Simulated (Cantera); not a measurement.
Charge: 1 mol HCl, 6 mol H2, at 0.560 bar.

These are equilibrium values from Cantera (NASA tables, ideal gas, pure condensed phases), not measurements of a reactor. Ions and electrons are included (thermal ionisation). Rates play no part.

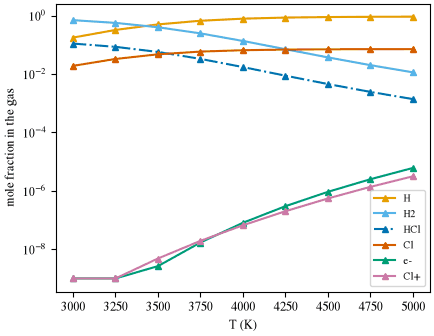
Fig. 1. Equilibrium gas composition (values under 1e-9 drawn at 1e-9)

From 3000 K to 5000 K nothing is condensed.
